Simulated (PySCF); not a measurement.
C₅H₄N, SMILES c1[c]ccnc1, doublet, PBE0/def2-SVP optimised geometry. Atoms within 1.6 Å of the plane z = 0.8 Å (x, y, z in Å): C1 (0.66, 1.16, 0.00), C2 (1.37, -0.01, 0.00), C3 (0.59, -1.18, 0.00), N4 (-0.73, -1.18, 0.00), C5 (-1.37, -0.02, 0.00), C6 (-0.71, 1.23, 0.00), H7 (2.46, -0.06, 0.00), H8 (1.09, -2.16, 0.00), H9 (-2.46, -0.05, 0.00), H10 (-1.28, 2.16, 0.00).

Level of theory: PySCF 2.14.0 with unrestricted PBE0/def2-TZVP.

Map of the log10 of the electron density (e/bohr³), floored at −4 on the plane z = 0.8 Å:

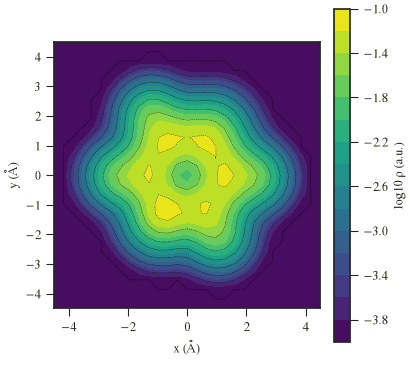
Figure. Log10 of the electron density (e/bohr³), floored at −4 on the plane z = 0.8 Å.
